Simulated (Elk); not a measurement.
# Magnetic state of MnF2 from several starts

Does MnF2 prefer parallel or opposed moments, or none?

Calculated with Elk 11.2.3 (patched build); PBE with U = 4.00 eV on Mn d; all-electron APW+lo, Dirac cores, scalar-relativistic bands.

## Step 1: The starting structure

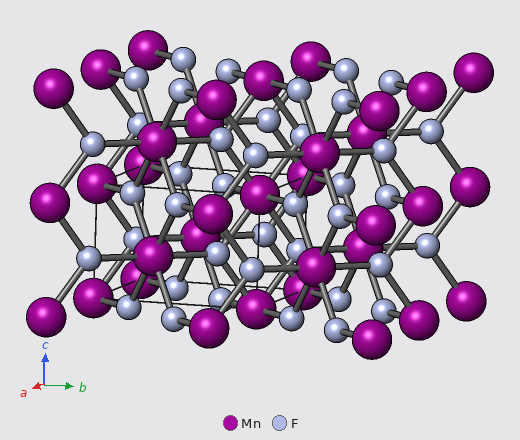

The starting structure, seen slightly off an axis (manganese purple, fluorine light blue). 2×2×2 cells are drawn. Some periodic images of atoms are drawn too.

## Step 2: Start 1: ferro ++

The parallel start comes first: it fits the smallest cell, keeps the most symmetry and shows whether parallel moments form. A Hubbard U of customary size acts on the open shell; it was not fitted to this crystal.

Moments are seeded by fields in the spheres (the last three columns under atoms), set against the wanted direction and reduced each loop.

Contents of elk.in:

```
tasks
  0
  33
  73

xctype
  20

rgkmax
  7.0

nempty
  8

swidth
  0.001837

reducebf
  0.6

epsengy
  1e-05

maxscl
  100

lmaxi
  3

lmaxo
  10

lmaxapw
  10

spinpol
  .true.

sppath
  './'

avec
  9.21014718620 0.00000000000 0.00000000000
  0.00000000000 9.21014718620 0.00000000000
  0.00000000000 0.00000000000 6.25631628080

atoms
  2
  'Mn.in'
  2
  0.0000000000 0.0000000000 0.0000000000   0.000000 0.000000 -0.450000
  0.5000000000 0.5000000000 0.5000000000   0.000000 0.000000 -0.450000
  'F.in'
  4
  0.3053000000 0.3053000000 0.0000000000   0.000000 0.000000 0.000000
  0.1947000000 0.8053000000 0.5000000000   0.000000 0.000000 0.000000
  0.6947000000 0.6947000000 0.0000000000   0.000000 0.000000 0.000000
  0.8053000000 0.1947000000 0.5000000000   0.000000 0.000000 0.000000

ngridk
  8 8 8

dft+u
  1 1
  1 2 0.146997 0.000000

plot3d
  0 0 0
  1 0 0
  0 1 0
  0 0 1
  25 25 17
```

On the command line:

```bash
> OMP_NUM_THREADS=4 elk
```

Numbers of over 12 decimals in the logs are rounded to 6 here.

The log of the run:

```text
Warning(init1): few empty states an atom for a second variation :    8.000000000
 they are its basis, with spin, DFT+U, afieldc (12 by default), in Hartree-Fock and RDMFT; 30 and more for pressures

--- INFO.OUT ---
┌─────────────────────────┐
│ Elk code version 11.2.3 │
└─────────────────────────┘

All units are atomic (Hartree, Bohr, etc.)

┌─────────────────────────────────────────────────┐
│ Ground-state run starting from atomic densities │
└─────────────────────────────────────────────────┘

Lattice vectors :
   9.210147186       0.000000000       0.000000000
   0.000000000       9.210147186       0.000000000
   0.000000000       0.000000000       6.256316281

Reciprocal lattice vectors :
  0.6822024860       0.000000000       0.000000000
   0.000000000      0.6822024860       0.000000000
   0.000000000       0.000000000       1.004294704

Unit cell volume      :    530.7033599
Brillouin zone volume :   0.4673989882

Muffin-tin inner radius fraction :   0.1000000000E-01

Nuclei treated as point charges

Species : 1 (Mn)
 parameters loaded from : Mn.in
 name : manganese
 nuclear charge    :   -25.00000000
 electronic charge :    25.00000000
 atomic mass :    100145.9370
 muffin-tin radius :    2.141764161
 number of radial points in muffin-tin :    993
 inner part over the whole radius :   0.9977511556E-02
 number on inner part of muffin-tin    :    698
 approximate nuclear radius :   0.7074591925E-04
 number of mesh points to nuclear radius :    332
 atomic positions (lattice), magnetic fields (Cartesian) :
  1 :   0.00000000  0.00000000  0.00000000    0.00000000  0.00000000 -0.45000000
  2 :   0.50000000  0.50000000  0.50000000    0.00000000  0.00000000 -0.45000000

Species : 2 (F)
 parameters loaded from : F.in
 name : fluorine
 nuclear charge    :   -9.000000000
 electronic charge :    9.000000000
 atomic mass :    34631.97045
 muffin-tin radius :    1.784803467
 number of radial points in muffin-tin :    593
 inner part over the whole radius :   0.9802786614E-02
 number on inner part of muffin-tin    :    408
 approximate nuclear radius :   0.5278478738E-04
 number of mesh points to nuclear radius :    176
 atomic positions (lattice), magnetic fields (Cartesian) :
  1 :   0.30530000  0.30530000  0.00000000    0.00000000  0.00000000  0.00000000
  2 :   0.19470000 -0.19470000  0.50000000    0.00000000  0.00000000  0.00000000
  3 :  -0.30530000 -0.30530000  0.00000000    0.00000000  0.00000000  0.00000000
  4 :  -0.19470000  0.19470000  0.50000000    0.00000000  0.00000000  0.00000000

Total number of atoms per unit cell :    6
Total muffin-tin volume :    177.5684124
 ratio of muffin-tin to unit cell volume :   0.3345907069

Spin treatment :
 spin-polarised
 global magnetic field (Cartesian) :    0.000000000       0.000000000       0.000000000
 collinear magnetisation in z-direction

Number of Bravais lattice symmetries :   16
Number of crystal symmetries         :   16
Crystal has inversion symmetry
Real symmetric eigensolver will be used

k-point grid :      8     8     8
k-point offset :    0.000000000       0.000000000       0.000000000
k-point set is reduced with full crystal symmetry group
Total number of k-points :       75

Muffin-tin radius times maximum |G+k| :    7.000000000
 using average radius
Maximum |G+k| for APW functions       :    3.676875420
Maximum (1/2)|G+k|²                   :    6.759706429
Maximum |G| for potential and density :    12.00000000
Constant for pseudocharge density :    6
 order of it for each species :   13  13
 order of it for pair densities of each species (exact exchange by exxq0 0: 17) :   12   8
Radial integration step length :    1

G-vector grid sizes :     36    36    24
Number of G-vectors :    15483

Maximum angular momentum used for
 APW functions            :   10
 outer part of muffin-tin :   10
 inner part of muffin-tin :    3

Total nuclear charge    :   -86.00000000
Total core charge       :    28.00000000
Total valence charge    :    58.00000000
Total excess charge     :    0.000000000
Total electronic charge :    86.00000000

Effective Wigner radius, rₛ :    1.137858502

Number of empty states         :     48
Total number of valence states :    156
Total number of core states    :     28

Third-order local-orbitals added for an l without core states : T
Total number of local-orbitals :     90

Exchange-correlation functional :     20     0     0
 Perdew-Burke-Ernzerhof, Phys. Rev. Lett. 77, 3865 (1996)
 gradient requirement :    1
 generalised gradient approximation (GGA)

DFT+U calculation
 fully localised limit (FLL)
 see Phys. Rev. B 52, R5467 (1995)
 species : 1 (Mn), l = 2, U =   0.14699700, J =   0.00000000

Smearing type :    3
 Fermi-Dirac
Smearing width :   0.1837000000E-02
Effective electronic temperature (K) :    580.0787206

Mixing type :    3
 Broyden mixing, J. Phys. A: Math. Gen. 17, L317 (1984)

Kohn-Sham potential initialised from atomic data

┌──────────────────────────────┐
│ Self-consistent loop started │
└──────────────────────────────┘

┌─────────────────┐
│ Loop number : 1 │
└─────────────────┘

Energies :
 Fermi                       :     0.26128915235364E-01
 sum of occupied eigenvalues :     -1566.9400158723
 electron kinetic            :      2752.0591593039
 core electron kinetic       :      2406.2101385336
 Coulomb                     :     -5322.4329590379
 Coulomb potential           :     -4111.6893688112
 nuclear-nuclear             :     -426.66169293074
 electron-nuclear            :     -5693.0037007951
 Hartree                     :      797.23243468795
 Madelung                    :     -3266.5882746323
 xc potential                :     -206.85995458072
 xc effective B-field        :    -0.818112
 external B-field            :      0.000000
 exchange                    :     -143.82840927775
 correlation                 :     -3.433290
 DFT+U                       :     0.625030
 electron entropic           :    -0.38961494797333E-04
 total energy                :     -2717.0105074717
 (external B-field energy excluded from total)

Density of states at Fermi energy :    1.796267571
 (states/Hartree/unit cell)

Estimated indirect band gap :   0.1054869377E-01
 from k-point 1 to k-point 1
Estimated direct band gap   :   0.1054869377E-01
 at k-point 1

Charges :
 core                        :    28.00000000
 valence                     :    58.00000000
 interstitial                :    4.767718297
 muffin-tins (core leakage)
  species : 1 (Mn)
   atom 1                    :    22.96108271     ( -0.2180828442E-06)
   atom 2                    :    22.96108271     ( -0.2180828442E-06)
  species : 2 (F)
   atom 1                    :    8.827529071     ( -0.2859255104E-06)
[...]
Energies :
 Fermi                       :     0.63341301932191E-02
 sum of occupied eigenvalues :     -1567.3439052649
 electron kinetic            :      2742.9853969769
 core electron kinetic       :      2401.0762580944
 Coulomb                     :     -5323.1712213145
 Coulomb potential           :     -4111.1034277514
 nuclear-nuclear             :     -426.66169293074
 electron-nuclear            :     -5695.0714571237
 Hartree                     :      798.56192873992
 Madelung                    :     -3267.6195074388
 xc potential                :     -198.65927310315
 xc effective B-field        :    -0.848259
 external B-field            :      0.000000
 exchange                    :     -143.95008580521
 correlation                 :     -3.432763
 DFT+U                       :     0.637193
 electron entropic           :    -0.39884720280393E-11
 total energy                :     -2726.9314802576
 (external B-field energy excluded from total)

Density of states at Fermi energy :   0.5443527398E-07
 (states/Hartree/unit cell)

Estimated indirect band gap :   0.8741340283E-01
 from k-point 1 to k-point 1
Estimated direct band gap   :   0.8741340283E-01
 at k-point 1

Charges :
 core                        :    28.00000000
 valence                     :    58.00000000
 interstitial                :    4.698475281
 muffin-tins (core leakage)
  species : 1 (Mn)
   atom 1                    :    22.97157336     ( -0.2180822811E-06)
   atom 2                    :    22.97157336     ( -0.2180822811E-06)
  species : 2 (F)
   atom 1                    :    8.839594498     ( -0.2859245209E-06)
   atom 2                    :    8.839594498     ( -0.2859245209E-06)
   atom 3                    :    8.839594498     ( -0.2859245209E-06)
   atom 4                    :    8.839594498     ( -0.2859245209E-06)
 total in muffin-tins        :    81.30152472
 total calculated charge     :    86.00000192
 total charge                :    86.00000000
 error                       :   0.1916812792E-05

Moments :
 interstitial                :   0.5657565652
 muffin-tins
  species : 1 (Mn)
   atom 1                    :    4.551522168
   atom 2                    :    4.551522168
  species : 2 (F)
   atom 1                    :   0.8279987306E-01
   atom 2                    :   0.8279987306E-01
   atom 3                    :   0.8279987306E-01
   atom 4                    :   0.8279987306E-01
 total in muffin-tins        :    9.434243828
 total moment                :    10.00000039

RMS change in Kohn-Sham potential (target) :    3.043733613     (  0.1000000000E-05)
Absolute change in total energy (target)   :    9.920972786     (  0.1000000000E-04)

[... loops 3 to 18 left out ...]

┌──────────────────┐
│ Loop number : 19 │
└──────────────────┘

Energies :
 Fermi                       :     0.112599
 sum of occupied eigenvalues :     -1554.8750060686
 electron kinetic            :      2745.5268501086
 core electron kinetic       :      2406.1293071248
 Coulomb                     :     -5316.5894225667
 Coulomb potential           :     -4110.6390118965
 nuclear-nuclear             :     -426.66169293074
 electron-nuclear            :     -5682.2941065815
 Hartree                     :      792.36637694555
 Madelung                    :     -3261.2699166184
 xc potential                :     -188.91626207669
 xc effective B-field        :    -0.846580
 external B-field            :      0.000000
 exchange                    :     -143.13091858646
 correlation                 :     -3.429481
 DFT+U                       :     0.639688
 electron entropic           :    -0.38906976608399E-11
 total energy                :     -2716.9832841973
 (external B-field energy excluded from total)

Density of states at Fermi energy :   0.5445248208E-07
 (states/Hartree/unit cell)

Estimated indirect band gap :   0.8477963383E-01
 from k-point 1 to k-point 1
Estimated direct band gap   :   0.8477963383E-01
 at k-point 1

Charges :
 core                        :    28.00000000
 valence                     :    58.00000000
 interstitial                :    5.195400051
 muffin-tins (core leakage)
  species : 1 (Mn)
   atom 1                    :    23.02872108     ( -0.2180808156E-06)
   atom 2                    :    23.02872108     ( -0.2180808156E-06)
  species : 2 (F)
   atom 1                    :    8.686789447     ( -0.2859035497E-06)
   atom 2                    :    8.686789447     ( -0.2859035497E-06)
   atom 3                    :    8.686789447     ( -0.2859035497E-06)
   atom 4                    :    8.686789447     ( -0.2859035497E-06)
 total in muffin-tins        :    80.80459995
 total calculated charge     :    86.00000234
 total charge                :    86.00000000
 error                       :   0.2344156712E-05

Moments :
 interstitial                :   0.5840677461
 muffin-tins
  species : 1 (Mn)
   atom 1                    :    4.565866266
   atom 2                    :    4.565866266
  species : 2 (F)
   atom 1                    :   0.7105002391E-01
   atom 2                    :   0.7105002391E-01
   atom 3                    :   0.7105002391E-01
   atom 4                    :   0.7105002391E-01
 total in muffin-tins        :    9.415932628
 total moment                :    10.00000037

RMS change in Kohn-Sham potential (target) :   0.1550993201E-06 (  0.1000000000E-05)
Absolute change in total energy (target)   :   0.4857693966E-05 (  0.1000000000E-04)

Convergence targets achieved

┌──────────────────┐
│ Loop number : 20 │
└──────────────────┘

Energies :
 Fermi                       :     0.112599
 sum of occupied eigenvalues :     -1554.8750036478
 electron kinetic            :      2745.5268519013
 core electron kinetic       :      2406.1293078146
 Coulomb                     :     -5316.5894218220
 Coulomb potential           :     -4110.6390130927
 nuclear-nuclear             :     -426.66169293074
 electron-nuclear            :     -5682.2941038540
 Hartree                     :      792.36637496271
 Madelung                    :     -3261.2699152756
 xc potential                :     -188.91626224403
 xc effective B-field        :    -0.846579
 external B-field            :      0.000000
 exchange                    :     -143.13091837560
 correlation                 :     -3.429481
 DFT+U                       :     0.639688
 electron entropic           :    -0.38906894109790E-11
 total energy                :     -2716.9832814837
 (external B-field energy excluded from total)

Density of states at Fermi energy :   0.5445236911E-07
 (states/Hartree/unit cell)

Estimated indirect band gap :   0.8477956419E-01
 from k-point 1 to k-point 1
Estimated direct band gap   :   0.8477956419E-01
 at k-point 1

Charges :
 core                        :    28.00000000
 valence                     :    58.00000000
 interstitial                :    5.195400103
 muffin-tins (core leakage)
  species : 1 (Mn)
   atom 1                    :    23.02872106     ( -0.2180805474E-06)
   atom 2                    :    23.02872106     ( -0.2180805474E-06)
  species : 2 (F)
   atom 1                    :    8.686789442     ( -0.2859036852E-06)
   atom 2                    :    8.686789442     ( -0.2859036852E-06)
   atom 3                    :    8.686789442     ( -0.2859036852E-06)
   atom 4                    :    8.686789442     ( -0.2859036852E-06)
 total in muffin-tins        :    80.80459990
 total calculated charge     :    86.00000234
 total charge                :    86.00000000
 error                       :   0.2344157366E-05

Moments :
 interstitial                :   0.5840672359
 muffin-tins
  species : 1 (Mn)
   atom 1                    :    4.565865895
   atom 2                    :    4.565865895
  species : 2 (F)
   atom 1                    :   0.7105033684E-01
   atom 2                    :   0.7105033684E-01
   atom 3                    :   0.7105033684E-01
   atom 4                    :   0.7105033684E-01
 total in muffin-tins        :    9.415933138
 total moment                :    10.00000037

┌──────────────────────────────┐
│ Self-consistent loop stopped │
└──────────────────────────────┘

Wrote STATE.OUT
```

Elapsed: 21 min, on 4 threads of Arm Neoverse V2, shared host; peak memory 0.74 GiB; 81 min of CPU time.

Spin moment in the muffin-tin sphere by atom:

```csv
atom,spin moment in the muffin-tin sphere (μB)
Mn1,4.57
Mn2,4.57
F3,0.07
F4,0.07
F5,0.07
F6,0.07
```

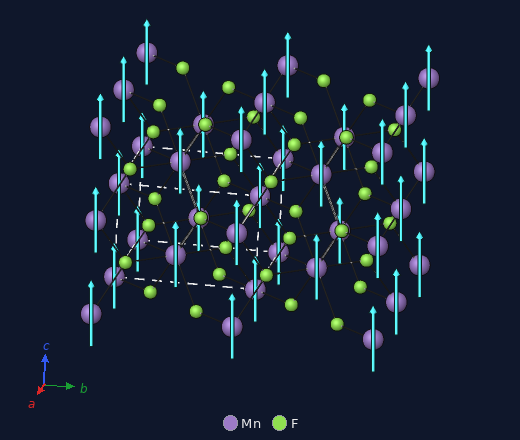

Spin moment in the muffin-tin sphere as arrows, the longest 4.57 μB. Up and down stand for the sign. Arrows give size and sign along the axis of quantisation, drawn up and down the page. 2×2×2 cells are drawn. Some periodic images of atoms are drawn too.

This step gave:

```
density of states at the Fermi level : 2.00e-9 states/eV/cell
moment between the spheres           : 0.5841 μB
magnetization                        : 10 μB
final state                          : ferromagnetic
```

After 20 cycles the largest moment stands at 4.57 μB.

[end of part 1 of 2]

[Logs and program files are shortened in this print: banners, set-up blocks, solver, clock and traceback lines can be left out without a mark of their own.]

[Logs are printed without paths, hosts, clocks, repeated set-up lines and the standing remarks that a program may print on its own settings, such as how far it seeks lower states.]

[Hosts, paths, dates, database ids (printed as entryN), source tags and the programs' standing remarks are cut or masked in the printed files.]

[Where a cell is said to come from a database of computed structures, the database is the Materials Project.]
